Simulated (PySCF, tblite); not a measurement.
# C₇H₉NSi: geometry, infrared bands and NMR shifts

What infrared bands and NMR shifts should C₇H₉NSi (`N#CC1=C[SiH2][C@H]2C[C@@H]1C2`) show?

The runs use tblite 0.8.0 and PySCF 2.14.0, with density-fitted response routines of our own; the level of theory stands in each step. All values are computed, except where a source is named. Atoms are numbered from 0 throughout.

**1. Starting geometry**

18 atoms, charge 0, multiplicity 1; geometry from: force field or distance geometry start.

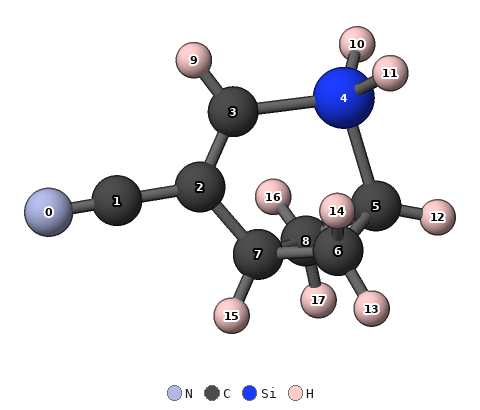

As it starts; nitrogen light blue, carbon dark grey, silicon blue, hydrogen pink, atoms numbered.

**2. Optimising the geometry with GFN2-xTB**

Job settings and geometry (Å):

```
{"job": {"kind": "relax", "xc": "GFN2-xTB", "basis": "xTB"}, "charge": 0, "multiplicity": 1}
N      3.512600     1.468700    -1.254200
C      2.455500     1.139300    -0.885300
C      1.172500     0.726900    -0.421000
C      0.173300     1.603300    -0.189200
Si    -1.512600     0.999700     0.346400
C     -1.211400    -0.854000     0.508300
C     -0.481400    -1.138400    -0.811400
C      0.806900    -0.704400    -0.180400
C      0.155100    -0.954600     1.152400
H      0.384100     2.654500    -0.292000
H     -1.947100     1.590600     1.606500
H     -2.503200     1.146400    -0.718100
H     -2.016400    -1.476900     0.817700
H     -0.601600    -2.214300    -1.056000
H     -0.844900    -0.466000    -1.628400
H      1.611900    -1.416600    -0.403500
H      0.410100    -0.134200     1.857300
H      0.428100    -1.963400     1.539200
```

Command:

```bash
$ OMP_NUM_THREADS=1 python probes_run.py task.json out
```

This one command runs all jobs of the session in turn.

The log of the run:

```text
step      E/eV     max force
  0    -656.59129    2.536
  1    -656.68482    6.291
  2    -656.75919    2.801
  3    -656.86714    1.202
  4    -656.91183    0.609
  5    -656.96891    1.322
  6    -656.99398    0.642
  7    -657.01035    0.258
  8    -657.02439    0.438
  9    -657.03381    0.400
 10    -657.03996    0.170
 11    -657.04581    0.160
 12    -657.05207    0.308
 13    -657.05761    0.268
 14    -657.06175    0.134
 15    -657.06499    0.147
 16    -657.06762    0.212
 17    -657.06988    0.188
 18    -657.07211    0.132
 19    -657.07427    0.117
 20    -657.07594    0.121
 21    -657.07691    0.096
 22    -657.07744    0.052
 23    -657.07789    0.056
 24    -657.07836    0.077
 25    -657.07880    0.067
 26    -657.07914    0.043
 27    -657.07941    0.060
 28    -657.07970    0.082
 29    -657.08003    0.079
 30    -657.08034    0.044
 31    -657.08056    0.036
 32    -657.08068    0.029
 33    -657.08080    0.032
 34    -657.08094    0.037
 35    -657.08115    0.043
 36    -657.08140    0.045
 37    -657.08164    0.044
 38    -657.08182    0.028
 39    -657.08196    0.025
 40    -657.08207    0.022
 41    -657.08215    0.021
 42    -657.08221    0.020
 43    -657.08227    0.018
 44    -657.08234    0.021
 45    -657.08240    0.023
 46    -657.08245    0.016
 47    -657.08248    0.014
 48    -657.08250    0.013
 49    -657.08251    0.011
 50    -657.08252    0.005
```

Wall time 1.7 s (1 thread of Intel Xeon at 2.50GHz, shared host); peak memory 0.18 GiB.

The steps of the relaxation: (not every step is listed)

```csv
step,energy from step 0 (eV),largest force (eV/Å)
0,0.0000,2.5356
1,-0.0935,6.2909
2,-0.1679,2.8007
3,-0.2758,1.2019
4,-0.3205,0.6090
5,-0.3776,1.3221
6,-0.4027,0.6422
7,-0.4191,0.2585
8,-0.4331,0.4381
11,-0.4545,0.1597
14,-0.4705,0.1337
17,-0.4786,0.1880
20,-0.4846,0.1212
23,-0.4866,0.0559
26,-0.4879,0.0430
29,-0.4887,0.0792
32,-0.4894,0.0293
35,-0.4899,0.0428
38,-0.4905,0.0276
41,-0.4909,0.0214
44,-0.4911,0.0213
45,-0.4911,0.0231
46,-0.4912,0.0157
47,-0.4912,0.0136
48,-0.4912,0.0128
49,-0.4912,0.0108
50,-0.4912,0.0051
```

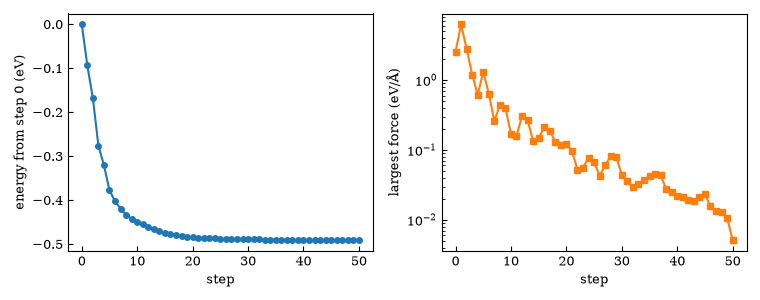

Energy and force, step by step.

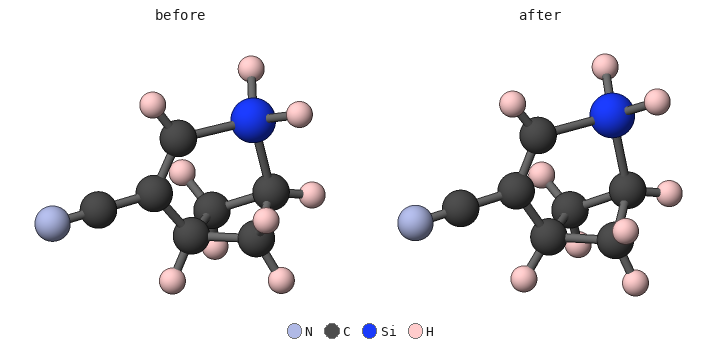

Before and after, at one scale.

Distances of close pairs at the start and the end, largest changes first:

```csv
bond,before (Å),after (Å),change (Å)
C6–C7,1.499,1.539,+0.041
C7–C8,1.505,1.539,+0.035
C6–H14,1.119,1.090,-0.029
C5–H12,1.064,1.089,+0.025
C8–H17,1.114,1.089,-0.025
C5–C8,1.514,1.538,+0.024
C8–H16,1.111,1.090,-0.021
C6–H13,1.110,1.090,-0.020
```

The end geometry stands in the next job.

**3. Infrared spectrum with GFN2-xTB**

Job settings and geometry (Å):

```
{"job": {"kind": "ir", "xc": "GFN2-xTB", "basis": "xTB"}, "charge": 0, "multiplicity": 1}
N      3.427558     1.399254    -1.213313
C      2.376012     1.103652    -0.860609
C      1.086258     0.731640    -0.422896
C      0.129562     1.650373    -0.222628
Si    -1.560436     1.070140     0.372181
C     -1.179595    -0.790156     0.455235
C     -0.467275    -1.188231    -0.848612
C      0.848237    -0.733866    -0.190881
C      0.170011    -0.968888     1.170999
H      0.356377     2.691905    -0.403866
H     -1.864225     1.619584     1.695542
H     -2.596301     1.367142    -0.619905
H     -1.992473    -1.436827     0.782127
H     -0.479492    -2.263755    -1.022343
H     -0.754877    -0.674070    -1.765510
H      1.744508    -1.316985    -0.410982
H      0.422133    -0.267948     1.966474
H      0.325260    -1.986648     1.527331
```

The log of the run:

```text
mode    cm-1     km/mol
  1      92.7      3.15
  2     133.0      6.01
  3     193.9      0.03
  4     272.0      1.06
  5     330.9      2.09
  6     339.8      7.43
  7     367.1      2.24
  8     420.3      6.95
  9     513.8    107.79
 10     529.6      0.81
 11     543.5      4.49
 12     627.4    127.96
 13     631.1      0.75
 14     688.0     44.02
 15     758.6    244.55
 16     767.0    102.45
 17     808.9     57.37
 18     809.1     19.84
 19     860.8     18.11
 20     865.2      0.03
 21     988.3      7.19
 22    1000.0      0.01
 23    1024.7      3.85
 24    1035.6      8.84
 25    1065.6      2.82
 26    1090.9      6.15
 27    1119.1     15.97
 28    1124.4      9.20
 29    1163.9      0.45
 30    1223.9      1.29
 31    1235.0      1.28
 32    1237.3      0.00
 33    1248.8      1.53
 34    1261.1      5.35
 35    1334.3      4.14
 36    1481.8      0.61
 37    1494.4      0.26
 38    1613.5      9.96
 39    2254.8    460.85
 40    2257.4    207.79
 41    2360.0    187.78
 42    2966.2     25.84
 43    2977.0     59.75
 44    2977.6     44.65
 45    2982.2     37.82
 46    2995.0     57.51
 47    3000.2     75.49
 48    3060.1     29.14
```

Wall time 2.5 s (1 thread of Intel Xeon at 2.50GHz, shared host); peak memory 0.18 GiB.

Which atoms move in the most intense modes:

```csv
cm⁻¹,km/mol,atoms
514,107.8,"H11 29 %, H10 29 %, Si4 21 %"
627,128.0,"H10 40 %, H11 40 %"
759,244.6,"H10 43 %, H11 43 %"
767,102.5,"C3 15 %, C5 14 %, Si4 13 %, C7 11 %"
2255,460.9,"H11 51 %, H10 44 %"
2257,207.8,"H10 52 %, H11 46 %"
2360,187.8,"C1 60 %, N0 39 %"
3000,75.5,"H17 41 %, H13 33 %, H12 10 %"
```

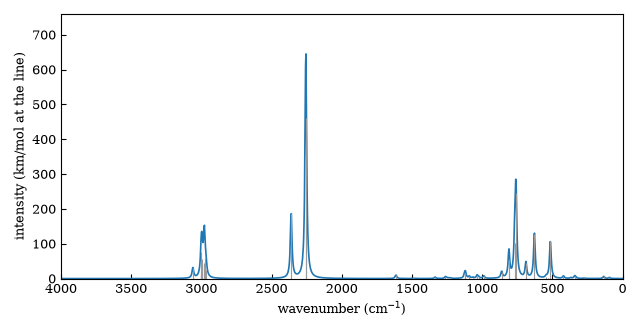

The infrared spectrum from these modes, unscaled. Lines are broadened to a width of 14 cm⁻¹ (Lorentzian).

**4. NMR shieldings: PBE0/pcSseg-1**

Same as in step 3 but for these lines:

```diff
@@ -1,2 +1,2 @@
-{"job": {"kind": "ir", "xc": "GFN2-xTB", "basis": "xTB"}, "charge": 0, "multiplicity": 1}
+{"job": {"kind": "nmr", "xc": "PBE0", "basis": "pcSseg-1"}, "charge": 0, "multiplicity": 1}
 N      3.427558     1.399254    -1.213313
```

Method: GIAO PBE0/pcSseg-1 NMR shielding, non-relativistic, gas phase.

The log of the run:

```text
coarse grid: 15872 points
cycle   1  E = -615.6660203325  dE =  1.425e+00  |g| = 4.921e-01  |ddm| = 4.098e+00
cycle   2  E = -615.5449693929  dE =  1.211e-01  |g| = 9.039e-01  |ddm| = 1.271e+00
cycle   3  E = -615.7214202085  dE = -1.765e-01  |g| = 1.632e-01  |ddm| = 8.529e-01
cycle   4  E = -615.7269016053  dE = -5.481e-03  |g| = 6.053e-02  |ddm| = 1.883e-01
cycle   5  E = -615.7277345421  dE = -8.329e-04  |g| = 1.358e-02  |ddm| = 7.641e-02
cycle   6  E = -615.7277764907  dE = -4.195e-05  |g| = 5.067e-03  |ddm| = 2.132e-02
cycle   7  E = -615.7277827101  dE = -6.219e-06  |g| = 1.751e-03  |ddm| = 6.449e-03
final grid: 149728 points
cycle   8  E = -615.7821301765  dE = -3.623e-05  |g| = 9.223e-03  |ddm| = 4.601e-02
cycle   9  E = -615.7821070314  dE =  2.315e-05  |g| = 1.329e-02  |ddm| = 2.292e-02
cycle  10  E = -615.7821518459  dE = -4.481e-05  |g| = 1.461e-03  |ddm| = 1.418e-02
cycle  11  E = -615.7821523300  dE = -4.841e-07  |g| = 5.127e-04  |ddm| = 1.678e-03
cycle  12  E = -615.7821523959  dE = -6.585e-08  |g| = 1.205e-04  |ddm| = 6.262e-04
cycle  13  E = -615.7821523980  dE = -2.162e-09  |g| = 7.694e-05  |ddm| = 1.618e-04
cycle  14  E = -615.7821523992  dE = -1.166e-09  |g| = 2.192e-05  |ddm| = 7.071e-05
cycle  15  E = -615.7821523993  dE = -1.160e-10  |g| = 3.162e-06  |ddm| = 2.599e-05
converged SCF energy = -615.7821523993

GIAO shielding tensors (ppm)
atom      isotropic    diamagn.    paramagn.     s11        s22        s33       span
  0 N      -51.287     340.769    -392.056   -187.606   -174.823    208.568    396.173
  1 C       63.473     257.659    -194.186    -62.310    -43.540    296.269    358.579
  2 C       35.375     256.625    -221.250    -92.931     50.783    148.273    241.204
  3 C       43.033     253.927    -210.893    -89.017     38.092    180.024    269.041
  4 Si     393.386     878.938    -485.552    366.907    386.874    426.376     59.469
  5 C      170.008     253.445     -83.437    148.827    178.241    182.954     34.127
  6 C      150.474     248.519     -98.044    132.332    153.687    165.405     33.074
  7 C      146.667     246.165     -99.498    136.073    149.558    154.370     18.296
  8 C      150.353     248.503     -98.150    132.093    153.695    165.272     33.178
  9 H       24.738      29.268      -4.531     21.994     24.489     27.731      5.737
 10 H       27.115      27.972      -0.857     24.102     24.552     32.692      8.590
 11 H       27.113      27.965      -0.852     24.096     24.554     32.690      8.595
 12 H       29.825      30.892      -1.067     25.308     27.105     37.061     11.753
 13 H       28.982      31.096      -2.115     26.154     26.583     34.209      8.055
 14 H       29.951      30.431      -0.481     26.458     27.745     35.649      9.191
 15 H       28.984      32.103      -3.119     23.980     28.315     34.657     10.678
 16 H       29.952      30.444      -0.493     26.470     27.742     35.642      9.173
 17 H       28.981      31.103      -2.122     26.152     26.587     34.204      8.052
```

Run time: 1.9 min. Hardware: 1 thread of Intel Xeon at 2.50GHz, shared host; peak memory 0.85 GiB.

Shifts follow as δ = σ(reference) − σ, with reference shieldings (ppm) from runs at the same level and on the same kind of geometry: 1H TMS 31.72, 13C TMS 186.9, 29Si TMS 349.2, 15N NH3 267.7. The references are single molecules in the gas phase, so shifts against H2O, NH3, PH3, H3PO4 or CFCl3 are not on the usual liquid scales and can be off by tens of ppm. Atoms listed in one row are averaged.

```csv
atoms,environment,σ (ppm),δ (ppm),δ scaled to CDCl3
C2,fully substituted alkene carbon,35.4,151.6,146.0
C3,alkene CH,43.0,143.9,138.5
C1,nitrile carbon,63.5,123.5,118.6
C7,allylic sp3 CH,146.7,40.3,37.4
"C6, C8",sp3 CH2 in a ring,150.4,36.5,33.7
C5,sp3 CH bonded to Si,170.0,16.9,14.6
H9,hydrogen on an alkene CH,24.74,6.98,6.69
"H10, H11","hydrogen on a silicon bonded to 2 C, in a 6-membered ring",27.11,4.60,–
"H13, H17",hydrogen on an sp3 CH2 in a ring,28.98,2.74,2.68
H15,hydrogen on an allylic sp3 CH,28.98,2.73,2.68
H12,hydrogen on an sp3 CH bonded to Si,29.82,1.89,1.89
"H14, H16",hydrogen on an sp3 CH2 in a ring,29.95,1.77,1.77
N0,nitrile nitrogen,-51.3,319.0,–
Si4,"silicon bonded to 2 C, 2 H, in a 6-membered ring",393.4,-44.2,–
```

The scaled column applies a straight-line fit of computed shieldings to shifts measured in CDCl3 (root-mean-square error 0.16 ppm for H, 1.9 ppm for C).

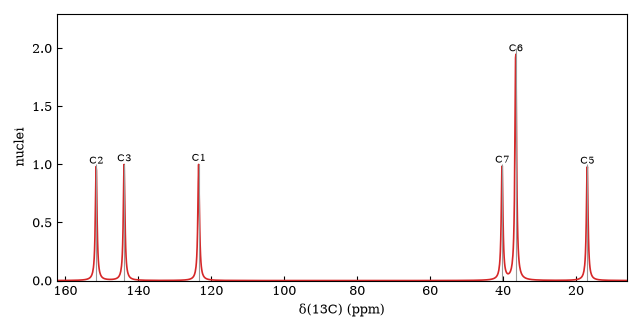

13C lines at the computed shifts, without couplings. Lines are broadened to a width of 0.54 ppm (Lorentzian).

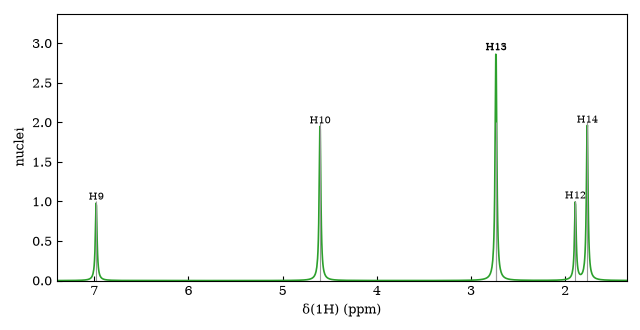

1H lines at the computed shifts, without couplings. Lines are broadened to a width of 0.02 ppm (Lorentzian).

The run also stored atomic charges by several schemes (e):

```csv
atoms,Mulliken,IAO,Hirshfeld,ESP fit
N0,-0.24,-0.24,-0.22,-0.47
C1,0.16,0.14,0.08,0.44
C2,-0.21,-0.01,0.03,-0.26
C3,-0.25,-0.40,-0.12,-0.19
Si4,0.69,0.75,0.35,0.28
C5,-0.53,-0.38,-0.11,0.05
"C6, C8",-0.06,-0.25,-0.07,-0.43
C7,-0.26,-0.12,-0.02,0.34
```

Hirshfeld charges:

N0 -0.22; C1 0.08; C2 0.03; C3 -0.12; Si4 0.35; C5 -0.11; C6 -0.07; C7 -0.02; C8 -0.07; H9 0.05; H10 -0.07; H11 -0.07; H12 0.04; H13 0.05; H14 0.04; H15 0.05; H16 0.04; H17 0.05

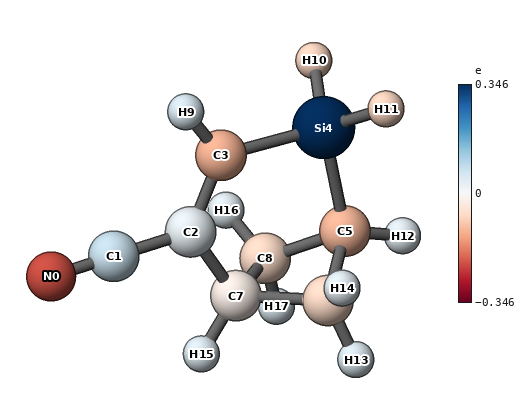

Hirshfeld charges, as colours on the atoms.

Mayer bond orders: N0–C1 3.01, C1–C2 1.06, C2–C3 1.83, C3–Si4 0.86, Si4–C5 0.88, C5–C6 0.96, C6–C7 0.96, C7–C8 0.96, C7–C2 0.96, C8–C5 0.96.

Ring of atoms C2, C3, Si4, C5, C6, C7: NICS(0) 0.9, NICS(1) -2.8, NICS(1)zz 0.5 ppm (means of both faces; NICS(1) differs between them: -4.2 and -1.5).

Ring of atoms C5, C6, C7, C8: NICS(0) -0.9, NICS(1) -0.1, NICS(1)zz 0.9 ppm (means of both faces).

**5. Results**

| quantity | value |
| --- | --- |
| strongest single infrared mode (GFN2-xTB) | 2255 cm⁻¹, 461 km/mol |
| zero-point energy (GFN2-xTB) | 86.0 kcal/mol |
| 13C shifts against TMS (PBE0/pcSseg-1, means over atoms taken as alike) | 151.6, 143.9, 123.5, 40.3, 36.5, 16.9 ppm |
| 1H shifts against TMS (PBE0/pcSseg-1, means over atoms taken as alike) | 6.98, 4.60, 2.74, 2.73, 1.89, 1.77 ppm |
| 15N shifts against NH3 (PBE0/pcSseg-1) | 319.0 ppm |
| 29Si shifts against TMS (PBE0/pcSseg-1) | -44.2 ppm |

Relaxing lowered the energy by 0.491 eV in 50 steps; the close pair that moved most is C6–C7, from 1.499 to 1.539 Å. No mode is imaginary among the 48: a minimum at this level. Unscaled tight-binding wavenumbers are off by several per cent, some by more. Its intensities can rank the bands wrongly. The most deshielded hydrogen is H9 (hydrogen on an alkene CH), at 6.98 ppm: attached to an sp2 carbon and in the plane of the double bond. At PBE0/pcSseg-1: The largest span, 396 ppm, is at N0, where the paramagnetic term is -392 ppm.
